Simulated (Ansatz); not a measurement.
# One shape, several levels: BH3 (borane)

We compute a comparison of 6 runs (UHF/3-21G, B3LYP/6-31G*, BHLYP/6-31G*, SVWN5/6-31G*, MP2/6-31G*, CCSDT/3-21G) of BH3 (borane). 

Program for the calculation: Ansatz 0.2.0.

54 further runs of the same task are left out: 54 set aside as unsound or not needed.

### Step 1. Starting point

The species is BH3 (4 atoms), meant as a singlet with charge 0. As SMILES, `B`. The H2–B1 distance was set to 1.790 Å, away from the relaxed value. At this shape a bond of the SMILES string is far longer than usual.

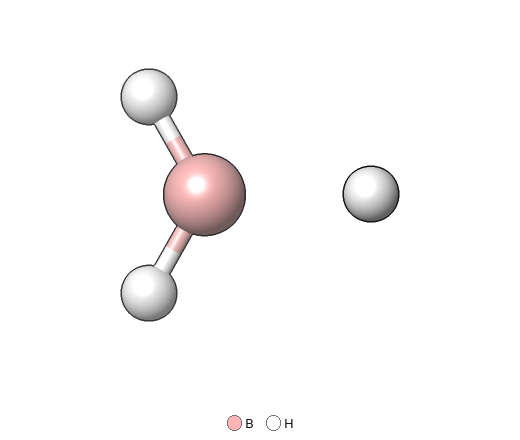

The structure, seen from a chosen angle (boron pink, hydrogen white).

### Step 2. The energy at UHF/3-21G (run 1)

The input, in.yaml:

```yaml
basis:
  gaussian: {orbitals: 3-21G.json}
crystal:
  periodic: [false, false, false]
  atoms:
    - symbol: B
      position_ang: [-0.470223, -0.213489, -0.292034]
    - symbol: H
      position_ang: [0.982200, 0.381700, 0.568800]
    - symbol: H
      position_ang: [-0.760323, -1.370189, -0.243934]
    - symbol: H
      position_ang: [-1.148523, 0.546511, -0.913834]
magnetization: {spin_polarized: true}
hamiltonian: {xc: hf}
accuracy: high
```

The basis set 3-21G is read from a file made from the Basis Set Exchange's data (not shown).

The run is started by

```console
$ ansatz run in.yaml --threads 1 --pin off --max-ram 2610MiB --events-out events.jsonl --progress --plain --runs-dir runs
```

The program printed:

```text
Warning: RAYON_NUM_THREADS=1 ignored (pool sized by the plan → 1); use --threads N
Functional definition: HF
  name "HF"
  exchange = exact_x
  correlation = 0
291 factors; integrals over basis functions are off by at most 3.1e-9 eV
mean field evaluation 1: about -711.4949 eV, gradient 6.5e0 eV
mean field evaluation 2: about -711.4849 eV, gradient 6.5e0 eV
mean field evaluation 4: about -711.9446 eV, gradient 3.9e-1 eV
mean field evaluation 8: about -711.9461 eV, gradient 6.8e-5 eV
mean field evaluation 16: about -711.6577 eV, gradient 1.9e0 eV
mean field evaluation 32: about -711.9570 eV, gradient 3.9e-1 eV
mean field -711.94612783 eV, -26.1635376232 hartree, gradient 2.1e-8 eV, S^2 0.000000; 0 other end points of the search recorded, 0 dependent functions left out
reference -711.94612783 eV, -26.1635376232 hartree; 4, 4 occupied and 11, 11 virtual orbitals, 291 factors
Total energy: -711.94612783 eV, -26.1635376232 hartree
```

It took 0.08 s on 1 thread of Arm Neoverse V1, shared host.

### Step 3. A single-point energy at B3LYP/6-31G(d) (spherical functions) (run 2)

The input, in.yaml:

```yaml
crystal:
  periodic: [false, false, false]
  atoms:
    - {symbol: B, position_ang: [-0.470223, -0.213489, -0.292034]}
    - {symbol: H, position_ang: [0.982200, 0.381700, 0.568800]}
    - {symbol: H, position_ang: [-0.760323, -1.370189, -0.243934]}
    - {symbol: H, position_ang: [-1.148523, 0.546511, -0.913834]}
basis:
  gaussian: {orbitals: 6-31G_st_-spherical.json}
hamiltonian: {xc: {name: B3LYP}}
accuracy: high
```

The basis set 6-31G* is read from a file made from the Basis Set Exchange's data (not shown).

The run is started by

```console
$ ansatz run in.yaml --threads 1 --pin off --max-ram 2610MiB --events-out events.jsonl --progress --plain --runs-dir runs
```

The program printed:

```text
Warning: RAYON_NUM_THREADS=1 ignored (pool sized by the plan → 1); use --threads N
Functional definition: B3LYP
  name "B3LYP"
  parameter a0 = 0.2
  parameter ax = 0.72
  parameter ac = 0.81
  exchange = (1 - a0 - ax)*slater_x + ax*b88_x + a0*exact_x
  correlation = (1 - ac)*vwn_rpa_c + ac*lyp_c
414 factors; integrals over basis functions are off by at most 3.3e-9 eV
mean field evaluation 1: about -722.1180 eV, gradient 6.9e0 eV
mean field evaluation 2: about -722.2552 eV, gradient 3.4e0 eV
mean field evaluation 4: about -722.3044 eV, gradient 7.5e-2 eV
mean field evaluation 8: about -722.2983 eV, gradient 2.0e-3 eV
mean field -722.29833023 eV, -26.5439740447 hartree, gradient 1.8e-8 eV, S^2 0.000000; 0 other end points of the search recorded, 0 dependent functions left out
reference -722.29835805 eV, -26.5439750668 hartree; 4, 4 occupied and 16, 16 virtual orbitals, 414 factors
Total energy: -722.29835805 eV, -26.5439750668 hartree
```

Run time: 0.58 s. Hardware: 1 thread of Arm Neoverse V1, shared host.

Runs 3 to 5 aren't shown in full; the table further down has their settings and results.

### Step 4. A single-point energy at CCSDT/3-21G (run 6)

The input, input.yaml:

```yaml
crystal:
  periodic: [false, false, false]
  atoms:
    - symbol: B
      position_ang: [-0.470223, -0.213489, -0.292034]
    - symbol: H
      position_ang: [0.982200, 0.381700, 0.568800]
    - symbol: H
      position_ang: [-0.760323, -1.370189, -0.243934]
    - symbol: H
      position_ang: [-1.148523, 0.546511, -0.913834]
basis:
  gaussian:
    orbitals: 3-21G.json
correlation:
  method: ccsdt
  frozen_orbitals: {B: 1, H: 0}
accuracy: high
scf:
  omitted_lower_state_checks: [cluster_reference, increment]
```

The basis set 3-21G is read from a file made from the Basis Set Exchange's data (not shown).

The run is started by

```console
$ ansatz run input.yaml --threads 1 --pin off --max-ram 2610MiB --events-out events.jsonl --progress --plain --runs-dir runs
```

The program printed:

```text
Warning: RAYON_NUM_THREADS=1 ignored (pool sized by the plan → 1); use --threads N
[... 11 lines left out ...]
1 core orbitals not correlated: weight in the atoms' cores, before any rotation towards them, 1.000 or more for the frozen orbitals, at most 0.000 for the correlated occupied ones
[... 22 lines left out ...]
Total energy: -714.28420466 eV, -26.2494603622 hartree
Checks for a lower state left out: cluster_reference, increment
```

It took 0.2 s on 1 thread of Arm Neoverse V1, shared host.

### Step 5. All runs side by side

```
run                               level  frozen core orbitals  energy (Eh)  wall time
  1                           UHF/3-21G                     –   -26.163538     0.08 s
  2  B3LYP/6-31G* (spherical functions)                     –   -26.543975     0.58 s
  3  BHLYP/6-31G* (spherical functions)                     –   -26.515954     0.54 s
  4  SVWN5/6-31G* (spherical functions)                     –   -26.196914      0.4 s
  5    MP2/6-31G* (spherical functions)                     1   -26.390739     0.12 s
  6                         CCSDT/3-21G                     1   -26.249460      0.2 s
```

### Step 6. What came out

```
                                         quantity         value
                              run 6: total energy  -26.24946 Eh
run 6: correlation energy (1 core orbital frozen)     -85.9 mEh
                             run 6: T1 diagnostic         0.011
```

What this shows: Totals of different functionals can't be ranked against each other. All runs together took 1.9 s, the longest 0.58 s.
